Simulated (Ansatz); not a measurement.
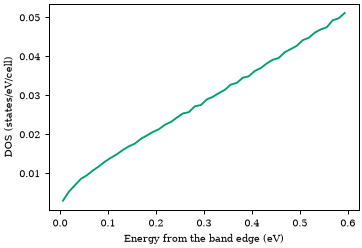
Density of states of SnO₂ (P4_2/mnm) above the conduction band minimum, PBEsol with spin-orbit coupling, rigid bands (Ansatz, a quantum-chemistry and plane-wave program); cell volume 73.1 Å³.

What effective density of states at 300 K does this give (∫ g(E) exp(−E/k_BT) dE, both spins, divided by the cell's size)?

2.0e18 cm⁻³, a density-of-states mass of 0.187 mₑ, valleys and band degeneracy included.

Geometry: cell and atoms relaxed with PBEsol.
